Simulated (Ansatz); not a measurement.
**Nudged elastic band, with input and output: SiNH₇O**

SiNH₇O, computed with RKS PBE0-D4/def2-SVP (Ansatz 0.2.0).

Figures and captions count atoms from 1; the log counts them from 0 in places.

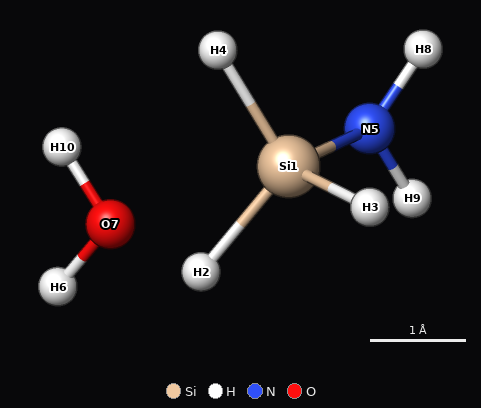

**Figure 1.** The structure as given in the input (ball-and-stick view, seen at a tilt; atoms are numbered from 1 in the order of the input). Bond lengths as drawn: H–N 1.01 Å, H–O 0.96 Å, H–Si 1.49 Å and N–Si 1.73 Å.

The input:
```yaml
crystal:
  periodic: [false, false, false]
  atoms:
    - {symbol: Si, position_ang: [-0.230697, -0.185112, 0.395502]}
    - {symbol: H, position_ang: [1.115079, -0.725614, 0.072057]}
    - {symbol: H, position_ang: [-1.226075, -0.792933, -0.529879]}
    - {symbol: H, position_ang: [-0.274706, 1.292128, 0.244130]}
    - {symbol: N, position_ang: [-0.491297, -0.507773, 2.072999]}
    - {symbol: H, position_ang: [1.473300, 0.266361, -2.450870]}
    - {symbol: O, position_ang: [0.579761, 0.617667, -2.455626]}
    - {symbol: H, position_ang: [-1.278709, -0.082832, 2.536911]}
    - {symbol: H, position_ang: [-0.346665, -1.442703, 2.420548]}
    - {symbol: H, position_ang: [0.680108, 1.560714, -2.305773]}
basis:
  gaussian: {orbitals: def2-SVP}
hamiltonian: {xc: pbe0, dispersion: d4}
neb:
  images: 5
  climbing: true
  max_iterations: 40
  initial_path: idpp
  final_atoms:
    - {symbol: Si, position_ang: [-0.901289, 0.429855, -0.149359]}
    - {symbol: H, position_ang: [1.992045, -2.102599, -0.893743]}
    - {symbol: H, position_ang: [-1.572682, -0.724362, -0.785416]}
    - {symbol: H, position_ang: [-1.818579, 1.579690, 0.069730]}
    - {symbol: N, position_ang: [-0.345353, 0.014619, 1.407496]}
    - {symbol: H, position_ang: [1.700385, -1.449200, -1.110872]}
    - {symbol: O, position_ang: [0.260803, 0.818741, -1.256208]}
    - {symbol: H, position_ang: [-0.355736, 0.665222, 2.173085]}
    - {symbol: H, position_ang: [0.214873, -0.798230, 1.599424]}
    - {symbol: H, position_ang: [0.825633, 1.566165, -1.054134]}
```

Hardware: 2 threads of Arm Neoverse V2, 23 GiB of memory available, shared host.

Command:
```bash
ansatz run in.yaml --threads 2 --pin off --events-out ev --progress --plain --max-ram 4352MiB
```

Log:
```
Functional definition: PBE0
  name "PBE0"
  cite "Adamo & Barone, J. Chem. Phys. 110, 6158 (1999) doi:10.1063/1.478522"
  cite "Perdew, Burke & Ernzerhof, Phys. Rev. Lett. 77, 3865 (1996) doi:10.1103/PhysRevLett.77.3865"
  parent pbe
  parameter a = 0.25
  parameter kappa = 0.804
  parameter beta = 0.06672455060314922
  exchange = (1 - a)*pbe_x(kappa = kappa, mu = beta*pi^2/3) + a*exact_x
  correlation = pbe_c(beta = beta)
861 factors; integrals over basis functions are off by at most 6.5e-4 eV
mean field evaluation 1: about -11508.7639 eV, gradient 6.4e1 eV
mean field evaluation 2: about -11501.4613 eV, gradient 8.6e1 eV
mean field evaluation 4: about -11516.2710 eV, gradient 1.9e0 eV
mean field evaluation 8: about -11516.2880 eV, gradient 7.4e-2 eV
mean field -11516.28798698 eV, -423.2157775013 hartree, gradient 4.0e-5 eV, S^2 0.000000; 0 other end points of the search recorded, 0 dependent functions left out
the calculation of the forces begins
reference -11516.28801267 eV, -423.2157784453 hartree; 18, 18 occupied and 63, 63 virtual orbitals, 861 factors
863 factors; integrals over basis functions are off by at most 3.6e-4 eV
mean field evaluation 16: about -11509.1936 eV, gradient 6.4e1 eV
mean field -11516.95661378 eV, -423.2403490830 hartree, gradient 6.8e-5 eV, S^2 0.000000; 0 other end points of the search recorded, 0 dependent functions left out
[... from here on the field's lines of each further geometry are left out, up to the last ...]
WARN: NEB end point (image 0): max|allowed force component| = 3.062e-1 eV/Å (the criterion of neb.relax_end_points is 1.000e-2). That is over neb.f_tol: it is no minimum, so the barrier can be far off. Relax it first
WARN: NEB end point (image 6): max|allowed force component| = 4.962e-1 eV/Å (the criterion of neb.relax_end_points is 1.000e-2). That is over neb.f_tol: it is no minimum, so the barrier can be far off. Relax it first
NEB iter   1: max|band force component| = 4.575e0 eV/Å  barrier→ = 5.7917 eV  barrier← = 6.4737 eV  Δτ_max = 0.2000 Å  (174 SCF iters)
NEB iter   2: max|band force component| = 3.937e0 eV/Å  barrier→ = 4.0930 eV  barrier← = 4.7750 eV  Δτ_max = 0.2000 Å  (143 SCF iters)
NEB iter   3: max|band force component| = 9.958e0 eV/Å  barrier→ = 2.5441 eV  barrier← = 3.2260 eV  Δτ_max = 0.1006 Å  (138 SCF iters)
NEB iter   4: max|band force component| = 2.263e0 eV/Å  barrier→ = 2.0686 eV  barrier← = 2.7505 eV  Δτ_max = 0.2000 Å  (131 SCF iters)
NEB iter   5: max|band force component| = 1.249e0 eV/Å  barrier→ = 1.7860 eV  barrier← = 2.4680 eV  Δτ_max = 0.2000 Å  (130 SCF iters)
NEB iter   6: max|band force component| = 1.400e0 eV/Å  barrier→ = 1.5162 eV  barrier← = 2.1982 eV  Δτ_max = 0.1002 Å  (126 SCF iters)
NEB iter   7: max|band force component| = 4.812e-1 eV/Å  barrier→ = 1.3755 eV  barrier← = 2.0575 eV  CI = image 3  Δτ_max = 0.1999 Å  (124 SCF iters)
NEB iter   8: max|band force component| = 6.977e-1 eV/Å  barrier→ = 1.4633 eV  barrier← = 2.1453 eV  CI = image 3  Δτ_max = 0.0996 Å  (131 SCF iters)
NEB iter   9: max|band force component| = 3.153e-1 eV/Å  barrier→ = 1.3863 eV  barrier← = 2.0682 eV  CI = image 3  Δτ_max = 0.2000 Å  (117 SCF iters)
NEB iter  10: max|band force component| = 3.987e-1 eV/Å  barrier→ = 1.2917 eV  barrier← = 1.9737 eV  CI = image 3  Δτ_max = 0.1009 Å  (130 SCF iters)
NEB iter  11: max|band force component| = 2.970e-1 eV/Å  barrier→ = 1.2689 eV  barrier← = 1.9508 eV  CI = image 3  Δτ_max = 0.0998 Å  (119 SCF iters)
NEB iter  12: max|band force component| = 6.878e-1 eV/Å  barrier→ = 1.2497 eV  barrier← = 1.9317 eV  CI = image 3  Δτ_max = 0.0500 Å  (118 SCF iters)
NEB iter  13: max|band force component| = 2.471e-1 eV/Å  barrier→ = 1.2404 eV  barrier← = 1.9223 eV  CI = image 3  Δτ_max = 0.0998 Å  (116 SCF iters)
NEB iter  14: max|band force component| = 1.496e-1 eV/Å  barrier→ = 1.2316 eV  barrier← = 1.9136 eV  CI = image 3  Δτ_max = 0.1031 Å  (119 SCF iters)
NEB iter  15: max|band force component| = 1.782e-1 eV/Å  barrier→ = 1.2298 eV  barrier← = 1.9118 eV  CI = image 3  Δτ_max = 0.0499 Å  (118 SCF iters)
NEB iter  16: max|band force component| = 1.385e-1 eV/Å  barrier→ = 1.2274 eV  barrier← = 1.9094 eV  CI = image 3  Δτ_max = 0.0498 Å  (113 SCF iters)
NEB iter  17: max|band force component| = 1.939e-1 eV/Å  barrier→ = 1.2270 eV  barrier← = 1.9089 eV  CI = image 3  Δτ_max = 0.0249 Å  (115 SCF iters)
NEB iter  18: max|band force component| = 1.359e-1 eV/Å  barrier→ = 1.2264 eV  barrier← = 1.9083 eV  CI = image 3  Δτ_max = 0.0250 Å  (113 SCF iters)
NEB iter  19: max|band force component| = 7.032e-2 eV/Å  barrier→ = 1.2263 eV  barrier← = 1.9082 eV  CI = image 3  Δτ_max = 0.0502 Å  (111 SCF iters)
NEB iter  20: max|band force component| = 5.801e-2 eV/Å  barrier→ = 1.2262 eV  barrier← = 1.9082 eV  CI = image 3  Δτ_max = 0.0495 Å  (106 SCF iters)
NEB iter  21: max|band force component| = 7.830e-2 eV/Å  barrier→ = 1.2262 eV  barrier← = 1.9081 eV  CI = image 3  Δτ_max = 0.0250 Å  (109 SCF iters)
NEB iter  22: max|band force component| = 5.764e-2 eV/Å  barrier→ = 1.2261 eV  barrier← = 1.9081 eV  CI = image 3  Δτ_max = 0.0249 Å  (108 SCF iters)
NEB iter  23: max|band force component| = 6.474e-2 eV/Å  barrier→ = 1.2261 eV  barrier← = 1.9081 eV  CI = image 3  Δτ_max = 0.0125 Å  (105 SCF iters)
the calculation of the forces begins
reference -11516.96150985 eV, -423.2405290100 hartree; 18, 18 occupied and 63, 63 virtual orbitals, 864 factors
these checks for a lower state are left out or cut short: stability, starts, cluster_reference, orbital_swaps, neighbouring_geometries, increment
863 factors; integrals over basis functions are off by at most 1.1e-3 eV
mean field -11515.04229446 eV, -423.1699991454 hartree, gradient 1.3e-6 eV, S^2 0.000000; 0 other end points of the search recorded, 0 dependent functions left out
the calculation of the forces begins
reference -11515.04232023 eV, -423.1700000925 hartree; 18, 18 occupied and 63, 63 virtual orbitals, 863 factors
NEB iter  24: max|band force component| = 4.181e-2 eV/Å  barrier→ = 1.2261 eV  barrier← = 1.9081 eV  CI = image 3  CI's point: of a kind that is not told: the force calls were inconclusive, a negative curvature could not be distinguished from the path's own, the only one lies far off the path, or fixed occupations may fill a level only in part  Δτ_max = 0.0000 Å  (938 SCF iters)
```

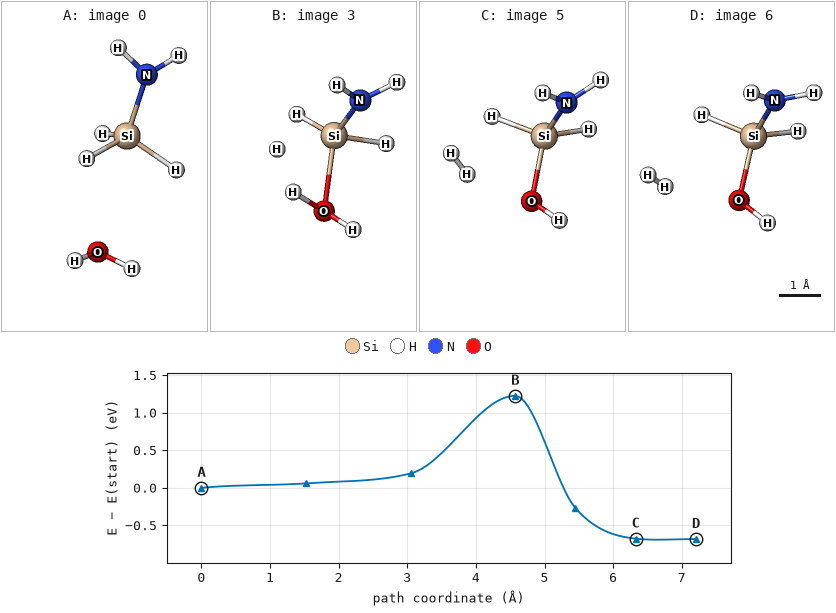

**Figure 2.** Images of the last band (counted from 0; ball-and-stick, seen at a tilt) above the energy along the path; the line is a cubic interpolation that uses the forces. The highest image is number 3, 1.226 eV above the start and 1.908 eV above the end (the climbing image); the end lies 0.682 eV below the start. The path is 7.21 Å long. The band converged in 24 iterations. The end points carry forces over 0.1 eV/Å, so they aren't fully relaxed minima and the barriers are approximate.

```
Total energy: -11515.16488491 eV, -423.1745042615 hartree
Atom 0 at    -0.538121    -0.046853    -0.230556 Å, force     0.005398     0.002169     0.007634 eV/Å
Atom 1 at     0.734242    -1.269463    -0.468965 Å, force     0.000271     0.000389    -0.002495 eV/Å
Atom 2 at    -1.474858    -0.911216    -1.007507 Å, force     0.000018    -0.001002    -0.000573 eV/Å
Atom 3 at    -1.255399     1.287927    -0.213338 Å, force    -0.000556     0.000863    -0.000280 eV/Å
Atom 4 at    -0.199003    -0.154717     1.451517 Å, force    -0.004500    -0.000271    -0.002422 eV/Å
Atom 5 at     1.155977    -0.372793    -1.059792 Å, force     0.000826    -0.000352     0.002831 eV/Å
Atom 6 at     0.784697     0.632764    -1.404850 Å, force    -0.001917     0.000689    -0.008975 eV/Å
Atom 7 at    -0.721063     0.411150     2.110907 Å, force     0.001179    -0.001445     0.000251 eV/Å
Atom 8 at     0.238191    -0.965494     1.872184 Å, force    -0.000444     0.001001     0.000931 eV/Å
Atom 9 at     1.275436     1.388599    -1.049600 Å, force    -0.000275    -0.002041     0.003098 eV/Å
Dipole moment:     0.315221     0.239605     0.295578 e Å
```

The last band as extended XYZ (Å, eV, eV/Å):
```
10
Properties=species:S:1:pos:R:3:forces:R:3 image=0 energy=-11516.39098
Si   -0.2307   -0.1851    0.3955    0.0253   0.0320  -0.1666
H     1.1151   -0.7256    0.0721    0.1449  -0.0554  -0.0452
H    -1.2261   -0.7929   -0.5299   -0.1013  -0.0588  -0.1322
H    -0.2747    1.2921    0.2441   -0.0039   0.1588  -0.0251
N    -0.4913   -0.5078    2.0730    0.1493   0.0956   0.0752
H     1.4733    0.2664   -2.4509    0.1578   0.0534   0.0458
O     0.5798    0.6177   -2.4556   -0.3062  -0.1819  -0.0551
H    -1.2787   -0.0828    2.5369   -0.2278   0.1172   0.1419
H    -0.3467   -1.4427    2.4205    0.0371  -0.2693   0.1091
H     0.6801    1.5607   -2.3058    0.1248   0.1085   0.0521
10
Properties=species:S:1:pos:R:3:forces:R:3 image=1 energy=-11516.33072
Si   -0.5267   -0.3137    0.2243    0.0016   0.0082   0.0137
H     0.7533   -0.8655   -0.3151    0.0184   0.0098   0.0141
H    -1.6347   -1.1120   -0.4008    0.0133   0.0136  -0.0050
H    -0.7374    1.1143   -0.1490    0.0171   0.0016   0.0155
N    -0.3814   -0.3664    1.9490   -0.0143  -0.0137   0.0112
H     1.4850    0.1503   -2.0729    0.0040   0.0030  -0.0317
O     1.0354    0.9235   -2.4308   -0.0012  -0.0054  -0.0146
H    -1.0608    0.1181    2.5247   -0.0136  -0.0111   0.0080
H    -0.0781   -1.2226    2.3990   -0.0172  -0.0089   0.0173
H     1.1456    1.5739   -1.7285   -0.0080   0.0028  -0.0285
10
Properties=species:S:1:pos:R:3:forces:R:3 image=2 energy=-11516.19872
Si   -0.7271   -0.3834   -0.0237   -0.0760  -0.0698   0.0929
H     0.4311   -1.1088   -0.6343   -0.0649   0.0070  -0.0681
H    -1.9061   -1.2325   -0.3917   -0.1209  -0.0745   0.1590
H    -1.0546    0.9941   -0.4843    0.0666  -0.0614  -0.0939
N    -0.2373   -0.2138    1.6265   -0.0446  -0.0195   0.0321
H     1.4035    0.0845   -1.4756    0.0752   0.1243  -0.1076
O     1.2867    0.9570   -1.8711    0.1638   0.0817  -0.1113
H    -0.7804    0.3502    2.2695   -0.0199  -0.0163   0.0391
H     0.2003   -0.9948    2.1014   -0.0365  -0.0083   0.0546
H     1.3840    1.5475   -1.1168    0.0572   0.0368   0.0033
10
Properties=species:S:1:pos:R:3:forces:R:3 image=3 energy=-11515.16486
Si   -0.5381   -0.0469   -0.2306    0.0054   0.0022   0.0076
H     0.7342   -1.2695   -0.4690    0.0003   0.0004  -0.0025
H    -1.4749   -0.9112   -1.0075    0.0000  -0.0010  -0.0006
H    -1.2554    1.2879   -0.2133   -0.0006   0.0009  -0.0003
N    -0.1990   -0.1547    1.4515   -0.0045  -0.0003  -0.0024
H     1.1560   -0.3728   -1.0598    0.0008  -0.0004   0.0028
O     0.7847    0.6328   -1.4048   -0.0019   0.0007  -0.0090
H    -0.7211    0.4112    2.1109    0.0012  -0.0014   0.0003
H     0.2382   -0.9655    1.8722   -0.0004   0.0010   0.0009
H     1.2754    1.3886   -1.0496   -0.0003  -0.0020   0.0031
10
Properties=species:S:1:pos:R:3:forces:R:3 image=4 energy=-11516.65938
Si   -0.6038    0.2459   -0.2917   -0.0853   0.3778  -0.0691
H     1.0098   -1.5516   -0.4785    0.3547  -0.3424  -0.0630
H    -1.3172   -0.8514   -1.0103    0.1877   0.0908   0.0048
H    -1.4898    1.4265   -0.1814   -0.3173   0.1727   0.1039
N    -0.2076   -0.0671    1.3611    0.0235   0.0697  -0.1132
H     1.2475   -0.9314   -0.8752    0.0976  -0.6771   0.1997
O     0.6361    0.7426   -1.3343   -0.2320   0.1847   0.0929
H    -0.7152    0.4603    2.0624    0.0503   0.0007  -0.0356
H     0.2119   -0.9006    1.7562    0.0167   0.0352  -0.1800
H     1.2283    1.4268   -1.0084   -0.0960   0.0881   0.0595
10
Properties=species:S:1:pos:R:3:forces:R:3 image=5 energy=-11517.06744
Si   -0.7243    0.4224   -0.3235   -0.0183   0.0229  -0.0003
H     1.3965   -2.0379   -0.4363    0.0543  -0.0612  -0.0048
H    -1.3536   -0.7151   -1.0492   -0.0073   0.0182  -0.0023
H    -1.6594    1.5847   -0.2411   -0.0281   0.0177   0.0052
N    -0.3050    0.0960    1.3121   -0.0063   0.0157  -0.0042
H     1.4309   -1.3549   -0.7735    0.0225  -0.0469   0.0023
O     0.6067    0.7703   -1.2742   -0.0121   0.0107   0.0064
H    -0.7692    0.5747    2.0728    0.0013   0.0046   0.0065
H     0.1568   -0.7521    1.6163    0.0044   0.0121  -0.0234
H     1.2207    1.4119   -0.9034   -0.0104   0.0062   0.0145
10
Properties=species:S:1:pos:R:3:forces:R:3 image=6 energy=-11517.07293
Si   -0.7768    0.5344   -0.3610   -0.4545  -0.0534   0.0113
H     1.8044   -2.4111   -0.3448    0.1010  -0.4608   0.2060
H    -1.4620   -0.5636   -1.0770   -0.0934  -0.0895  -0.0820
H    -1.5407    1.8098   -0.3979   -0.0974   0.1327  -0.0017
N    -0.6268    0.1654    1.2963   -0.0576   0.0040   0.0499
H     1.6639   -1.7425   -0.6487   -0.1068   0.4962  -0.2106
O     0.6357    0.6807   -1.2037    0.4925  -0.0721  -0.3748
H    -0.7018    0.8666    2.0119   -0.0133   0.2126   0.2419
H    -0.2448   -0.6986    1.6412    0.1150  -0.2763   0.1124
H     1.2491    1.3587   -0.9163    0.1145   0.1065   0.0476
```

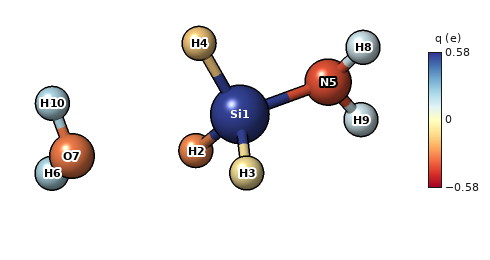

**Figure 3.** Mulliken charges, as the colour of each atom (ball-and-stick view, seen at a tilt; atoms are numbered from 1 in the order of the input). By element: Si +0.55, H −0.29 to +0.22, N −0.39 and O −0.31 e.

Key numbers:

```csv
quantity,value
outcome,converged
"barrier, forward",1.226 eV
"barrier, backward",1.908 eV
dipole moment (one image of the band),2.37 D
wall time,3 min (CPU time 5.6 min)
peak memory,0.42 GiB
```
